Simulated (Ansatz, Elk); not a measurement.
**How far do independent atoms describe Bi4Mo3?**

The structure of Bi4Mo3 used here is made up (a known structure type with other elements) and was relaxed beforehand with r2SCAN. The aim is the Fourier transform of its all-electron density, F(hkl), set beside the sum over free spherical atoms that refinements use.

Method: DFT, PBE, all-electron APW+lo, Dirac cores, scalar-relativistic bands, static density, no spin, in Elk 11.2.3 (patched build).

The structure was built from a prototype and need not be the compound's stable phase.

### Step 1. The structure

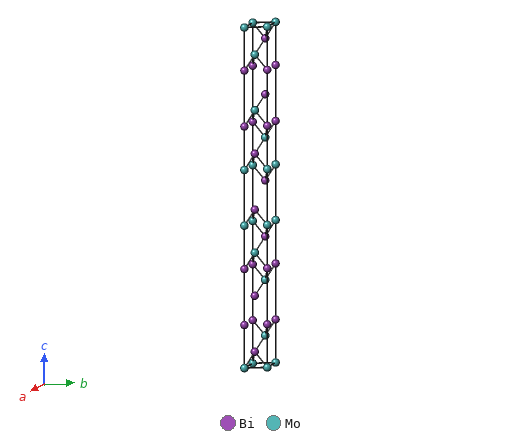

Start, viewed slightly off an axis; bismuth purple, molybdenum teal. This picture shows the conventional cell, with its axes. Bonds to atoms that aren't drawn are left out. Some periodic images of atoms are drawn too.

### Step 2. Ground state and structure factors

An all-electron density is needed, since X-rays see the cores too. Task 0 finds the density and task 195 Fourier-transforms it; tshift is off so that phases refer to the origin typed.

The input, elk.in:

```
tasks
  0
  195

xctype
  20

spinpol
  .false.

rgkmax
  7.0

gmaxvr
  14.0

lmaxo
  7

lmaxapw
  8

swidth
  0.002

tshift
  .false.

ramdisk
  .false.

hmaxvr
  5.5

maxscl
  120

epspot
  1e-06

sppath
  './'

avec
  3.17099698343 1.83077596156 31.92357122032
  -3.17099698343 1.83077596156 31.92357122032
  0.00000000000 -3.66155192439 31.92357122025

atoms
  2
  'Bi.in'
  4
  0.8734634263 0.8734634263 0.8734634263   0.000000 0.000000 0.000000
  0.1265365737 0.1265365737 0.1265365737   0.000000 0.000000 0.000000
  0.2907662818 0.2907662818 0.2907662818   0.000000 0.000000 0.000000
  0.7092337182 0.7092337182 0.7092337182   0.000000 0.000000 0.000000
  'Mo.in'
  3
  0.5817118187 0.5817118187 0.5817118187   0.000000 0.000000 0.000000
  0.4182881813 0.4182881813 0.4182881813   0.000000 0.000000 0.000000
  0.0000000000 0.0000000000 0.0000000000   0.000000 0.000000 0.000000

ngridk
  8 8 8
```

Command:

```sh
$ OMP_NUM_THREADS=4 elk
```

Numbers of over 12 decimals in the logs are rounded to 6 here.

The program printed:

```text
┌─────────────────────────┐
│ Elk code version 11.2.3 │
└─────────────────────────┘

All units are atomic (Hartree, Bohr, etc.)

┌─────────────────────────────────────────────────┐
│ Ground-state run starting from atomic densities │
└─────────────────────────────────────────────────┘

Lattice vectors :
   3.170996983       1.830775962       31.92357122
  -3.170996983       1.830775962       31.92357122
   0.000000000      -3.661551924       31.92357122

Reciprocal lattice vectors :
  0.9907271026      0.5719965593      0.6560654158E-01
 -0.9907271026      0.5719965593      0.6560654158E-01
 -0.7722485910E-17  -1.143993119      0.6560654156E-01

Unit cell volume      :    1111.971739
Brillouin zone volume :   0.2230724080

Muffin-tin inner radius fraction :   0.1000000000E-01

Nuclei treated as point charges

Species : 1 (Bi)
 parameters loaded from : Bi.in
 name : bismuth
 nuclear charge    :   -83.00000000
 electronic charge :    83.00000000
 atomic mass :    380947.9285
 muffin-tin radius :    2.779147491
 number of radial points in muffin-tin :   1393
 inner part over the whole radius :   0.9997543532E-02
 number on inner part of muffin-tin    :   1001
 approximate nuclear radius :   0.1052171418E-03
 number of mesh points to nuclear radius :    526
 atomic positions (lattice), magnetic fields (Cartesian) :
  1 :  -0.12653657 -0.12653657 -0.12653657    0.00000000  0.00000000  0.00000000
  2 :   0.12653657  0.12653657  0.12653657    0.00000000  0.00000000  0.00000000
  3 :   0.29076628  0.29076628  0.29076628    0.00000000  0.00000000  0.00000000
  4 :  -0.29076628 -0.29076628 -0.29076628    0.00000000  0.00000000  0.00000000

Species : 2 (Mo)
 parameters loaded from : Mo.in
 name : molybdenum
 nuclear charge    :   -42.00000000
 electronic charge :    42.00000000
 atomic mass :    174887.9214
 muffin-tin radius :    2.580636956
 number of radial points in muffin-tin :   1193
 inner part over the whole radius :   0.9919181675E-02
 number on inner part of muffin-tin    :    848
 approximate nuclear radius :   0.8334154960E-04
 number of mesh points to nuclear radius :    420
 atomic positions (lattice), magnetic fields (Cartesian) :
  1 :  -0.41828818 -0.41828818 -0.41828818    0.00000000  0.00000000  0.00000000
  2 :   0.41828818  0.41828818  0.41828818    0.00000000  0.00000000  0.00000000
  3 :   0.00000000  0.00000000  0.00000000    0.00000000  0.00000000  0.00000000

Total number of atoms per unit cell :    7
Total muffin-tin volume :    575.6213458
 ratio of muffin-tin to unit cell volume :   0.5176582511

Spin treatment :
 spin-unpolarised

Number of Bravais lattice symmetries :   12
Number of crystal symmetries         :   12
Crystal has inversion symmetry
Real symmetric eigensolver will be used

k-point grid :      8     8     8
k-point offset :    0.000000000       0.000000000       0.000000000
k-point set is reduced with full crystal symmetry group
Total number of k-points :       65

Muffin-tin radius times maximum |G+k| :    7.000000000
 using average radius
Maximum |G+k| for APW functions       :    2.598297735
Maximum (1/2)|G+k|²                   :    3.375575560
Maximum |G| for potential and density :    14.00000000
Constant for pseudocharge density :   10
 order of it for each species :   17  17
 order of it for pair densities of each species (exact exchange by exxq0 0: 18) :   10   9
Radial integration step length :    1

G-vector grid sizes :    144   144   144
Number of G-vectors :    51563

Maximum angular momentum used for
 APW functions            :    8
 outer part of muffin-tin :    7
 inner part of muffin-tin :    2

Total nuclear charge    :   -458.0000000
Total core charge       :    356.0000000
Total valence charge    :    102.0000000
Total excess charge     :    0.000000000
Total electronic charge :    458.0000000

Effective Wigner radius, rₛ :   0.8337705558

Number of empty states         :     28
Total number of valence states :     80
Total number of core states    :    356

[...]
Madelung                    :     -124219.71645539
 xc potential                :     -2600.9845444519
 exchange                    :     -1938.7945412435
 correlation                 :     -27.142975622691
 electron entropic           :    -0.21668955676022E-02
 total energy                :     -98476.894508724

Density of states at Fermi energy :    160.3907187
 (states/Hartree/unit cell)

Estimated indirect band gap :   0.1111541136E-03
 from k-point 17 to k-point 39
Estimated direct band gap   :   0.9625341509E-03
 at k-point 52

Charges :
 core                        :    356.0000000
 valence                     :    102.0000000
 interstitial                :    12.05051580
 muffin-tins (core leakage)
  species : 1 (Bi)
[...]
species : 2 (Mo)
[...]
total in muffin-tins        :    445.9494842
 total calculated charge     :    457.9946313
 total charge                :    458.0000000
 error                       :   0.5368684121E-02

RMS change in Kohn-Sham potential (target) :   0.1366092835     (  0.1000000000E-05)
Absolute change in total energy (target)   :   0.6414254951E-01 (  0.1000000000E-03)

[... loops 3 to 22 left out ...]

┌──────────────────┐
│ Loop number : 23 │
└──────────────────┘

Energies :
 Fermi                       :     0.315513
 sum of occupied eigenvalues :     -60698.226733998
 electron kinetic            :      113580.57306429
 core electron kinetic       :      112698.18623831
 Coulomb                     :     -210088.52260018
 Coulomb potential           :     -171706.37475520
 nuclear-nuclear             :     -7883.9561670291
 electron-nuclear            :     -232871.10731313
 Hartree                     :      30666.540879975
 Madelung                    :     -124235.33522258
 xc potential                :     -2572.4250430909
 exchange                    :     -1939.6893527062
 correlation                 :     -27.137161741164
 electron entropic           :    -0.30451750507585E-02
 total energy                :     -98474.779095511

Density of states at Fermi energy :    238.3586009
 (states/Hartree/unit cell)

Estimated indirect band gap :   0.3467210152E-03
 from k-point 39 to k-point 15
Estimated direct band gap   :   0.1980438523E-02
 at k-point 53

Charges :
 core                        :    356.0000000
 valence                     :    102.0000000
 interstitial                :    11.34980841
 muffin-tins (core leakage)
  species : 1 (Bi)
[...]
species : 2 (Mo)
[...]
total in muffin-tins        :    446.6501916
 total calculated charge     :    457.9946606
 total charge                :    458.0000000
 error                       :   0.5339388166E-02

RMS change in Kohn-Sham potential (target) :   0.9264779956E-06 (  0.1000000000E-05)
Absolute change in total energy (target)   :   0.1401468762E-04 (  0.1000000000E-03)

Convergence targets achieved

┌──────────────────┐
│ Loop number : 24 │
└──────────────────┘

Energies :
 Fermi                       :     0.315513
 sum of occupied eigenvalues :     -60698.226738546
 electron kinetic            :      113580.57306689
 core electron kinetic       :      112698.18623902
 Coulomb                     :     -210088.52260550
 Coulomb potential           :     -171706.37480021
 nuclear-nuclear             :     -7883.9561670291
 electron-nuclear            :     -232871.10728044
 Hartree                     :      30666.540841965
 Madelung                    :     -124235.33520540
 xc potential                :     -2572.4250052294
 exchange                    :     -1939.6893533512
 correlation                 :     -27.137161734314
 electron entropic           :    -0.30451758368580E-02
 total energy                :     -98474.779098872

Density of states at Fermi energy :    238.3586537
 (states/Hartree/unit cell)

Estimated indirect band gap :   0.3467224099E-03
 from k-point 39 to k-point 15
Estimated direct band gap   :   0.1980466854E-02
 at k-point 53

Charges :
 core                        :    356.0000000
 valence                     :    102.0000000
 interstitial                :    11.34980768
 muffin-tins (core leakage)
  species : 1 (Bi)
[...]
species : 2 (Mo)
   atom 1                    :    40.33364823     (  0.2700287638E-07)
   atom 2                    :    40.33364823     (  0.2700287638E-07)
   atom 3                    :    40.32446264     (  0.2710210012E-07)
 total in muffin-tins        :    446.6501923
 total calculated charge     :    457.9946606
 total charge                :    458.0000000
 error                       :   0.5339388854E-02

┌──────────────────────────────┐
│ Self-consistent loop stopped │
└──────────────────────────────┘

Warning : core states of species 1 leak from the muffin-tin :   0.7729630267E-03

Wrote STATE.OUT
```

Wall time 5.8 min (4 threads of Arm Neoverse V2, shared host); peak memory 1.2 GiB.

SFACRHO.OUT:

```text

h k l indices transformed by vhmat matrix:
   1.000000000       0.000000000       0.000000000    
   0.000000000       1.000000000       0.000000000    
   0.000000000       0.000000000       1.000000000    

      h      k      l  multipl.   |H|            Re(F)            Im(F)           |F|

      0      0      0      1   0.0000000       458.00000      0.24678260E-15   458.00000    
     -1     -1     -1      2  0.19681962       33.793178      0.21594622E-12   33.793178    
      2      2      2      2  0.39363925      -36.722242      0.18176949E-12   36.722242    
      3      3      3      2  0.59045887       30.917876      0.46293873E-12   30.917876    
      4      4      4      2  0.78727850      -193.96475     -0.50827433E-12   193.96475    
     -5     -5     -5      2  0.98409812       48.289100     -0.10880392E-11   48.289100    
      0     -1      0      6   1.1458728       39.185574     -0.81024583E-13   39.185574    
      1      1      0      6   1.1514934      -58.789415      0.61694454E-13   58.789415    
     -2     -1     -1      6   1.1737068      -66.808582      0.26998958E-12   66.808582    
      6      6      6      2   1.1809177      -43.193740      0.50252791E-12   43.193740    
      2      2      1      6   1.1900948      -143.00703     -0.46312565E-13   143.00703    
     -2     -3     -2      6   1.2327315       341.26100      0.35105017E-12   341.26100    
      3      3      2      6   1.2586462       71.667764      0.75229404E-12   71.667764    
      3      3      4      6   1.3187654       163.97906     -0.58254813E-12   163.97906    
      4      4      3      6   1.3526014      -84.204871     -0.36649007E-12   84.204871    
      7      7      7      2   1.3777374       79.099712     -0.16087187E-11   79.099712    
      4      4      5      6   1.4269314      -85.913328     -0.28162365E-12   85.913328    
     -5     -5     -4      6   1.4670879       213.40565      0.84869264E-12   213.40565
```

Elk indexes on the primitive cell of elk.in and gives |H| = 4π sin θ/λ in inverse bohr. Below, one row stands for each form hkl of the conventional cell (m members, Friedel mates merged), F is for one primitive cell and the density is static (no thermal factor). Free-atom factors are Waasmaier and Kirfel's, and R is Σm||F|−|F'||/Σm|F|.

```
   hkl  m  sin θ/λ (Å⁻¹)  abs F, DFT  neutral atoms   diff.
   003  2          0.030      33.793         33.752  +0.041
   006  2          0.059      36.722         36.623  +0.099
   009  2          0.089      30.918         30.753  +0.165
0 0 12  2          0.118     193.965        194.118  -0.153
0 0 15  2          0.148      48.289         48.455  -0.166
   101  6          0.172      39.186         39.081  +0.104
   012  6          0.173      58.789         58.631  +0.158
   104  6          0.176      66.809         66.773  +0.036
0 0 18  2          0.178      43.194         43.481  -0.287
   015  6          0.179     143.007        142.726  +0.281
   107  6          0.185     341.261        341.904  -0.643
   018  6          0.189      71.668         71.661  +0.006
1 0 10  6          0.198     163.979        164.607  -0.628
0 1 11  6          0.203      84.205         84.400  -0.196
0 0 21  2          0.207      79.100         79.559  -0.460
1 0 13  6          0.215      85.913         86.322  -0.408
0 1 14  6          0.221     213.406        214.063  -0.657
1 0 16  6          0.234      64.642         64.874  -0.232
```

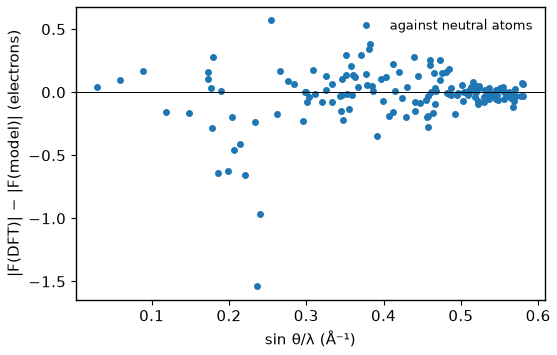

Difference between the calculated structure factors and the independent-atom ones.

### Step 3. The highest occupied states alone

An energy window below the Fermi level keeps the highest occupied states, to see at which angles they scatter; shallow core shells can lie inside it and anion s states outside. No new self-consistency is needed.

elk.in: that of step 2 with these lines changed.

```diff
@@ -1,3 +1,2 @@
 tasks
-  0
   195
@@ -40,2 +39,5 @@
 
+wsfac
+  -0.051980 0.615510
+
 sppath
```

Command:

```sh
$ OMP_NUM_THREADS=4 elk
```

The program printed:

```text
┌─────────────────────────────────┐
│ Elk code version 11.2.3 started │
└─────────────────────────────────┘

Info(readinput): the functional depends on the density's gradient
 muffin-tin radial points multiplied by    2.00000
 (not where nrmtscf is given)

┌────────────────────┐
│ Current task : 195 │
└────────────────────┘
Info(checkmt): changed muffin-tin radius of species 1 (Bi) from   2.8000 to   2.7791
Info(checkmt): changed muffin-tin radius of species 2 (Mo) from   2.6000 to   2.5806

Info(sfacrho): density structure factors written to SFACRHO.OUT

 Energy window :  -0.5198000000E-01  0.6155100000

┌──────────────────┐
│ Elk code stopped │
└──────────────────┘
```

The job ended after 32 s (4 threads; peak memory 0.67 GiB; 43 s of CPU time).

States within 10 eV below the Fermi level hold 30.75 electrons; any levels below the window count with the cores, and a count that is not whole means the window cuts a band. Their amplitudes can exceed the total, where window and core parts have opposite phase:

```
   hkl  sin θ/λ (Å⁻¹)  abs F, window  abs F, all
   003          0.030          4.622      33.793
   006          0.059          4.721      36.722
   009          0.089          4.823      30.918
0 0 12          0.118          5.167     193.965
0 0 15          0.148          2.097      48.289
   101          0.172          0.875      39.186
   012          0.173          3.075      58.789
   104          0.176          0.378      66.809
0 0 18          0.178          1.823      43.194
   015          0.179          3.515     143.007
```

[end of part 1 of 2]

[Logs are printed without paths, hosts, clocks, repeated set-up lines and the standing remarks that a program may print on its own settings, such as how far it seeks lower states.]

[Hosts, paths, dates, database ids (printed as entryN), source tags and the programs' standing remarks are cut or masked in the printed files.]
